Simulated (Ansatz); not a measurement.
# What CaTiSe3 (model cell, started as cubic perovskite with Ti in the octahedra) distorts into, part 2 of 3

Aim: this structure of CaTiSe3 (model cell, started as cubic perovskite with Ti in the octahedra) is to be tested for unstable modes, and one is followed downhill.

Ansatz 0.2.0; DFT PBEsol, scalar-relativistic, plane waves, PAW; PAW set soft_1.

So far, highest frequency on the path or at a solved wavevector (cm⁻¹): step 2 (response at finite wavevector) 288. Also lowest frequency on the path (cm⁻¹): step 2 -104.

The structure was built from a prototype and need not be the compound's stable phase.

## Step 5: Energy along the mode, all amplitudes (two of the runs are shown above)

An imaginary frequency means negative curvature, so the energy should fall and then rise again as anharmonic terms take over.

This step gave:

| Quantity | Value |
| --- | --- |
| depth at the lowest point sampled | 121.8 meV/atom |
| largest atomic shift at that point | 0.6 Å |

Table of energy from the parent by largest atomic shift:

```tsv
largest atomic shift (Å)	energy from the parent (meV/atom)
0.000	0
0.040	-0.9
0.080	-3.60
0.140	-11.0
0.220	-26.6
0.320	-51.9
0.450	-87.3
0.600	-122
```

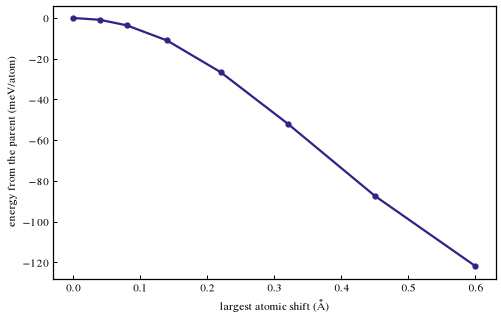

Energy from the parent, plotted against largest atomic shift.

Displacement at unit largest shift by atom:

```tsv
atom	x (Å)	y (Å)	z (Å)	size
Ca1	0.00	0.00	0.00	0.00
Ca2	0.00	0.00	0.00	0.00
Ti3	0.00	0.00	0.00	0.00
Ti4	0.00	0.00	0.00	0.00
Se5	0.00	1.00	0.00	1.00
Se6	0.00	-1.00	0.00	1.00
Se7	0.00	0.00	-1.00	1.00
Se8	0.00	0.00	1.00	1.00
Se9	0.00	0.00	0.00	0.00
Se10	0.00	0.00	0.00	0.00
```

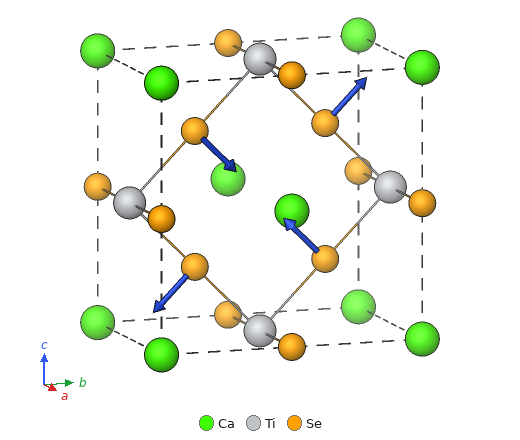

Displacement at unit largest shift as arrows, the longest 1 Å. Some periodic images of atoms are drawn too.

The lowest of the steps tried is the last one, at 0.6 Å, 122 meV/atom below the parent; the bottom of the well need not coincide with a step.

## Step 6: Relaxation from the frozen mode

Starting from the lowest point found, all atoms and the cell are let go, so that strain and other modes of the same symmetry can join in.

The input, input.yaml:

```yaml
crystal:
  lattice:
    - [-4.9205037157, 0.0, 0.0]
    - [0.0, -4.9205037157, -4.9205037157]
    - [0.0, -4.9205037157, 4.9205037157]
  atoms:
    - { symbol: Ca, position: [0.0, 0.5, 0.5] }
    - { symbol: Ca, position: [0.0, 0.0, 0.0] }
    - { symbol: Ti, position: [0.5, 0.0, 0.5] }
    - { symbol: Ti, position: [0.5, 0.5, 0.0] }
    - { symbol: Se, position: [0.5, 0.1890306324, 0.1890306324] }
    - { symbol: Se, position: [0.5, 0.8109693676, 0.8109693676] }
    - { symbol: Se, position: [0.5, 0.3109693676, 0.6890306324] }
    - { symbol: Se, position: [0.5, 0.6890306324, 0.3109693676] }
    - { symbol: Se, position: [0.0, 0.0, 0.5] }
    - { symbol: Se, position: [0.0, 0.5, 0.0] }
kpoints:
  mp_grid: { grid: [8, 6, 6] }
hamiltonian:
  xc: pbesol
  pseudopotentials: { kind: paw, azcp: { folder: soft_1 }, xc_functional: pbe }
scf:
  occupations: { method: methfessel_paxton, width: 0.2 }
output:
  forces: true
  stress: true
  eigenvalues: true
relax:
  adjacent_minimum: "off"
  f_tol: 0.002
  max_steps: 120
  cell: { stress_tol: 0.03 }
```

Launch:

```
$ ansatz run input.yaml --threads 4 --pin off --max-ram 16384MiB --backend cpu --events-out ev --progress --plain --runs-dir out
```

Numbers of over 12 decimals in the logs are rounded to 6 here.

The program printed:

```text
[...]
Crystal: 10 atoms, lattice volume = 238.264 Å³
Basis set: ecut = 420 eV, 4685 PW (Γ), exchange–correlation on 72×96×96 points (8 copies of the dense FFT grid, shifted against one another)
Bands: 84, of which v1, the nominal top of the filled ones, is band 70 counted from 1 (69 counted from 0)
Symmetry: 16 space group operations
[...]
k-points: 50 of 288
[...]
SCF iter   1: F=—  HF=-41098.347406 eV  |F-HF|=—  |Δ(HF+E_count)|=         —  Δρ=9.57e-2  dr2=4.16e1  ethr=3.10e-3  ⟨swp⟩=7.8  Hψ=16268  notcnv=0
[...]
SCF iter  11: F=-41093.289065 eV  HF=-41093.289066 eV  |F-HF|=7.62e-8  |Δ(HF+E_count)|=   9.46e-8  S|Δr|=    0.00e0  Δρ=3.64e-6  dr2=5.25e-8  ethr=7.14e-11  ⟨swp⟩=11.9  Hψ=20168  notcnv=0
SCF 1 converged in 11 iterations: F = -41093.289065 eV  dr2 = 5.25e-8
[...]
relax step   1: F+E_penalty+E_count = -41093.28906549 eV  Δ(F+E_penalty+E_count) = +0.000e0 eV  max|allowed force component| = 4.578e-1 eV/Å  Δτ_max = 0.0000 Å  P = -1.629 GPa  Ω = 238.264 Å³  (11 SCF iters, dr2 threshold 1.00e-7 eV, accepted)
Crystal: 10 atoms, lattice volume = 228.445 Å³
Basis set: ecut = 420 eV, 4437 PW (Γ), exchange–correlation on 72×96×96 points (8 copies of the dense FFT grid, shifted against one another)
[...]
SCF iter   7: F=-41093.649705 eV  HF=-41093.649706 eV  |F-HF|=2.52e-7  |Δ(HF+E_count)|=   4.98e-6  S|Δr|=    0.00e0  Δρ=1.22e-5  dr2=2.97e-7  ethr=7.14e-10  ⟨swp⟩=6.6  Hψ=22278  notcnv=0
SCF 2 converged in 7 iterations: F = -41093.649705 eV  dr2 = 2.97e-7
[...]
relax step   2: F+E_penalty+E_count = -41093.64970535 eV  Δ(F+E_penalty+E_count) = -3.606e-1 eV  max|allowed force component| = 7.068e-2 eV/Å  Δτ_max = 0.1950 Å  P = +0.079 GPa  Ω = 228.445 Å³  energy of the carried Pulay correction = +8.110e-4 eV  (7 SCF iters, dr2 threshold 1.00e-6 eV, accepted)
Crystal: 10 atoms, lattice volume = 224.770 Å³
Basis set: ecut = 420 eV, 4377 PW (Γ), exchange–correlation on 72×96×96 points (8 copies of the dense FFT grid, shifted against one another)
[...]
SCF iter   7: F=-41093.758769 eV  HF=-41093.758769 eV  |F-HF|=1.74e-7  |Δ(HF+E_count)|=   2.63e-6  S|Δr|=    0.00e0  Δρ=1.39e-5  dr2=2.36e-7  ethr=7.14e-10  ⟨swp⟩=10.1  Hψ=25312  notcnv=0
SCF 3 converged in 7 iterations: F = -41093.758769 eV  dr2 = 2.36e-7
[...]
relax step   3: F+E_penalty+E_count = -41093.75876914 eV  Δ(F+E_penalty+E_count) = -1.091e-1 eV  max|allowed force component| = 3.786e-1 eV/Å  Δτ_max = 0.1494 Å  P = -0.102 GPa  Ω = 224.770 Å³  energy of the carried Pulay correction = +1.123e-3 eV  (7 SCF iters, dr2 threshold 1.00e-6 eV, accepted)
[...]
relax step   4: F+E_penalty+E_count = -41093.77360905 eV  Δ(F+E_penalty+E_count) = -1.484e-2 eV  max|allowed force component| = 1.927e-1 eV/Å  Δτ_max = 0.0853 Å  P = +1.593 GPa  Ω = 220.983 Å³  energy of the carried Pulay correction = +1.451e-3 eV  (6 SCF iters, dr2 threshold 1.00e-6 eV, accepted)
[...]
relax step   5: F+E_penalty+E_count = -41093.80219052 eV  Δ(F+E_penalty+E_count) = -2.858e-2 eV  max|allowed force component| = 2.741e-2 eV/Å  Δτ_max = 0.0122 Å  P = -0.324 GPa  Ω = 226.470 Å³  energy of the carried Pulay correction = +9.784e-4 eV  (6 SCF iters, dr2 threshold 1.00e-6 eV, accepted)
[...]
relax step   6: F+E_penalty+E_count = -41093.80478299 eV  Δ(F+E_penalty+E_count) = -2.592e-3 eV  max|allowed force component| = 4.308e-3 eV/Å  Δτ_max = 0.0108 Å  P = -0.025 GPa  Ω = 225.307 Å³  energy of the carried Pulay correction = +1.077e-3 eV  (5 SCF iters, dr2 threshold 4.03e-7 eV, accepted)
[...]
relax step   7: F+E_penalty+E_count = -41093.80480997 eV  Δ(F+E_penalty+E_count) = -2.698e-5 eV  max|allowed force component| = 3.534e-4 eV/Å  Δτ_max = 0.0007 Å  P = -0.002 GPa  Ω = 225.228 Å³  energy of the carried Pulay correction = +1.084e-3 eV  (6 SCF iters, dr2 threshold 6.93e-9 eV, accepted)
Basis set: ecut = 420 eV, 4385 PW (Γ), exchange–correlation on 72×90×90 points (8 copies of the dense FFT grid, shifted against one another)
[...]
SCF iter   7: F=-41093.803473 eV  HF=-41093.803473 eV  |F-HF|=2.91e-11  |Δ(HF+E_count)|=  1.46e-11  S|Δr|=    0.00e0  Δρ=9.14e-8  dr2=2.98e-11  ethr=1.00e-12  ⟨swp⟩=4.9  Hψ=15369  notcnv=0
SCF 8 converged in 7 iterations: F = -41093.803473 eV  dr2 = 2.98e-11
relax step   8: F+E_penalty+E_count = -41093.80347276 eV  Δ(F+E_penalty+E_count) = +1.337e-3 eV  max|allowed force component| = 4.807e-4 eV/Å  Δτ_max = 0.0000 Å  P = +0.000 GPa  Ω = 225.228 Å³  stress off target by 3.33e-3 GPa  SCF on the basis re-selected at this cell (its energy is not comparable with the rows above)  (7 SCF iters)
basis re-selected at this cell: Δ(F+E_penalty+E_count) = +1.337e-3 eV, ΔP = +0.002 GPa vs the last step (what re-selecting the basis moved, of the pressure what is left beyond the Pulay correction that the steps carried, after the strain that the cell walked since its last selection, with what the two solves' SCF thresholds leave and, on support functions, any second-order correction that the steps lacked; it is no measure of the basis error at this ecutwfc). The dense FFT grid was sized anew with the basis: this SCF ran on 36×45×45 points, the steps before it on 36×48×48, so part of this shift can come from that change (see relax.cell in the input reference). [rest of the remark cut]
SCF converged after 7 iterations
[...]
Free energy (F): -41093.803473 eV
[...]
Internal energy: -41093.803979 eV  (E = F + TS)
E sigma→0 (E₀):  -41093.803599 eV
Entropy (-TS):   0.000506 eV (0.051 meV/atom)
Fermi energy:    9.334741 eV
[...]
--- Forces (eV/Å), atoms counted from 1 ---
  atom   1  Ca    -0.00000000     0.00000000    -0.00000000
  atom   2  Ca     0.00000000     0.00000000     0.00000000
  atom   3  Ti     0.00000000     0.00000000    -0.00000000
  atom   4  Ti    -0.00000000     0.00000000    -0.00000000
  atom   5  Se    -0.00000000     0.00048073     0.00000000
  atom   6  Se     0.00000000    -0.00048073    -0.00000000
  atom   7  Se    -0.00000000    -0.00000000    -0.00048073
  atom   8  Se     0.00000000     0.00000000     0.00048073
  atom   9  Se    -0.00000000     0.00000000     0.00000000
  atom  10  Se    -0.00000000     0.00000000     0.00000000
  max |Σ_I F_I| component: 4.34e-19 eV/Å
--- Stress (GPa, compression-positive) ---
       -0.003330      -0.000000       0.000000
       -0.000000       0.002384      -0.000000
        0.000000      -0.000000       0.002384
  P = ⅓ Tr σ = 0.0005 GPa (0.005 kbar)
--- Band table (eV; the first three rows and the last of 50) ---
  k-point 0: bands = [... 66 lower, 8.0986, 8.5342, 9.0547, 9.0547, 9.5039, 9.8075, 9.8944, 9.8944, ... 10 higher]
  k-point 1: bands = [... 66 lower, 8.0741, 8.2861, 8.8904, 9.2100, 9.2911, 9.3226, 10.0967, 10.4554, ... 10 higher]
  k-point 2: bands = [... 66 lower, 7.7669, 7.9115, 8.3741, 8.9078, 9.5691, 9.7347, 10.3107, 10.3307, ... 10 higher]
  k-point 49: bands = [... 66 lower, 7.5289, 7.5289, 8.2401, 8.2401, 10.4141, 10.4141, 10.4505, 10.4505, ... 10 higher]
--- Relaxed structure (7 steps of the walk, 7 accepted, 1 SCFs on fresh bases) ---
  F+E_penalty+E_count = -41093.80347276 eV   max|allowed force component| = 4.807e-4 eV/Å   (the final SCF, on the basis selected at the relaxed cell)
  cell:  # Å, volume = 225.2276 Å³
    - [-5.188521, 0, 0]
    - [0, -4.658799, -4.658799]
    - [0, -4.658799, 4.658799]
  atoms:
    - { symbol: Ca, position: [0, 0.500000, 0.500000] }
    - { symbol: Ca, position: [0, -1.5864749003212762e-19, -1.233924922472105e-19] }
    - { symbol: Ti, position: [0.5, 0.0, 0.500000] }
    - { symbol: Ti, position: [0.5, 0.500000, 0.0] }
    - { symbol: Se, position: [0.5, 0.160295, 0.160295] }
    - { symbol: Se, position: [0.5, 0.839705, 0.839705] }
    - { symbol: Se, position: [0.5, 0.339705, 0.660295] }
    - { symbol: Se, position: [0.5, 0.660295, 0.339705] }
    - { symbol: Se, position: [0, 0.0, 0.500000] }
    - { symbol: Se, position: [0, 0.500000, 0.0] }
```

Run time: 2.5 min. Hardware: 4 threads of Arm Neoverse V1, shared host; peak memory 1.2 GiB.

The steps of the relaxation:

```tsv
step	energy less that of the first step (eV)	largest force component (eV/Å)	pressure (GPa)	volume (Å³)
1	0.0000	0.4578	-1.63	238.26
2	-0.3606	0.0707	0.08	228.45
3	-0.4697	0.3786	-0.10	224.77
4	-0.4845	0.1927	1.59	220.98
5	-0.5131	0.0274	-0.32	226.47
6	-0.5157	0.0043	-0.02	225.31
7	-0.5157	0.0004	0.00	225.23
8*	-0.5144	0.0005	0.00	225.23
```

Relaxation steps marked * repeat the geometry before them on a plane-wave basis chosen anew for their cell, so energy and pressure can jump there.

Forces are held to the 16 operations that the run works with; a distortion that breaks them can't arise in this run.

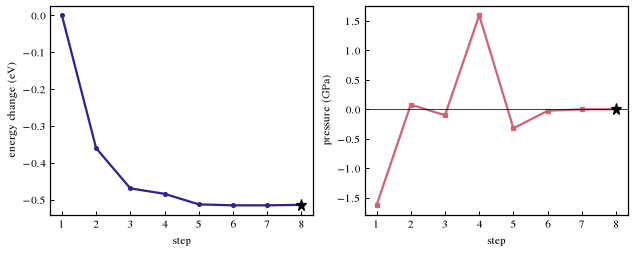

Energy and pressure along the relaxation. Stars mark steps on a basis chosen anew.

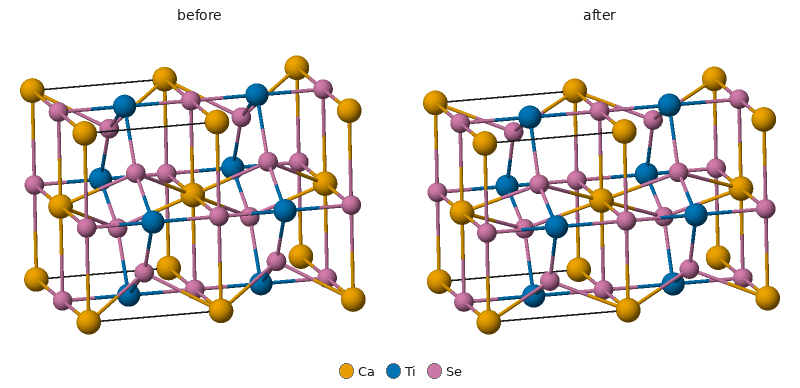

Before and after, at one scale.

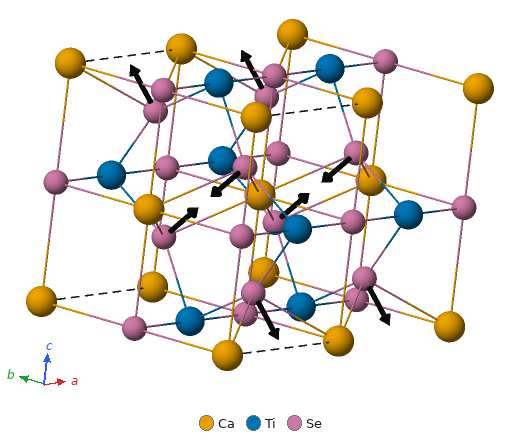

Displacements in the relaxation, exaggerated, measured against the changing cell; the longest in the cell stands for 0.27 Å. 2×1×1 cells are drawn. Some periodic images of atoms are drawn too.

```tsv
cell as run	before	after	change
a (Å)	4.921	5.189	+5.4 %
b (Å)	6.959	6.589	-5.3 %
c (Å)	6.959	6.589	-5.3 %
volume (Å³/atom)	23.83	22.52	-5.5 %
```

The atoms that moved most (Å, as changes of fractional coordinates times the final cell):

```tsv
atom	dx	dy	dz	length
Se6	0.000	-0.268	0.000	0.268
Se5	0.000	0.268	0.000	0.268
Se8	0.000	0.000	0.268	0.268
Se7	0.000	0.000	-0.268	0.268
```

Numbers from this step:

* pressure: 4.80e-4 GPa
* volume per atom: 22.52 Å³

The distorted start has space group P4/mbm; the relaxation ends in P4/mbm.

## Step 7: The new phase in its own primitive cell

The relaxed structure is symmetrised, reduced to its primitive cell and relaxed tightly, as its phonons need.

input.yaml, the sections that differ from step 6:

```yaml
crystal:
  lattice:
    - [6.588537019, 0.0, 0.0]
    - [0.0, 6.588537019, 0.0]
    - [0.0, 0.0, 5.1885213402]
  atoms:
    - { symbol: Ca, position: [0.5, 0.0, 0.0] }
    - { symbol: Ca, position: [0.0, 0.5, 0.0] }
    - { symbol: Ti, position: [0.0, 0.0, 0.5] }
    - { symbol: Ti, position: [0.5, 0.5, 0.5] }
    - { symbol: Se, position: [0.1602949958, 0.6602949958, 0.5] }
    - { symbol: Se, position: [0.8397050042, 0.3397050042, 0.5] }
    - { symbol: Se, position: [0.3397050042, 0.1602949958, 0.5] }
    - { symbol: Se, position: [0.6602949958, 0.8397050042, 0.5] }
    - { symbol: Se, position: [0.0, 0.0, 0.0] }
    - { symbol: Se, position: [0.5, 0.5, 0.0] }
kpoints:
  mp_grid: { grid: [6, 6, 8] }
relax:
  adjacent_minimum: "off"
  f_tol: 0.001
  max_steps: 60
  cell: { stress_tol: 0.01 }
# hamiltonian, scf, output: as in step 6
```

The program printed:

```text
[...]
Crystal: 10 atoms, lattice volume = 225.228 Å³
Basis set: ecut = 420 eV, 4385 PW (Γ), exchange–correlation on 90×90×72 points (8 copies of the dense FFT grid, shifted against one another)
Bands: 84, of which v1, the nominal top of the filled ones, is band 70 counted from 1 (69 counted from 0)
Symmetry: 16 space group operations
[...]
k-points: 50 of 288
[...]
- { symbol: Ti, position: [0.0, 0.0, 0.500000] }
    - { symbol: Ti, position: [0.500000, 0.500000, 0.500000] }
    - { symbol: Se, position: [0.160295, 0.6602949958, 0.500000] }
    - { symbol: Se, position: [0.839705, 0.3397050042, 0.500000] }
    - { symbol: Se, position: [0.3397050042, 0.160295, 0.500000] }
    - { symbol: Se, position: [0.6602949958, 0.839705, 0.500000] }
    - { symbol: Se, position: [0.0, 0.0, 0.0] }
    - { symbol: Se, position: [0.500000, 0.500000, 0.0] }
[key lines of the parts left out:]
SCF converged after 6 iterations
Free energy (F): -41093.803473 eV
Fermi energy:    9.334741 eV
P = ⅓ Tr σ = 0.0005 GPa (0.005 kbar)
```

It took 46 s on 4 threads; peak memory 1.2 GiB; 3.1 min of CPU time.

Little changed from the start: no atom moved by 0.005 Å and no cell edge by 0.1 %.

Numbers from this step:

| Property | Result |
| --- | --- |
| pressure | 4.83e-4 GPa |

The largest force component left is 0.34 meV/Å and the pressure is 0.000 GPa, within the tolerances set. The cell now holds 22.52 Å³/atom.

(Continued in part 3 of 3.)

[Logs are printed without paths, hosts, clocks, repeated set-up lines and the standing remarks that a program may print on its own settings, such as how far it seeks lower states.]

[Hosts, paths, dates, database ids (printed as entryN), source tags and the programs' standing remarks are cut or masked in the printed files.]
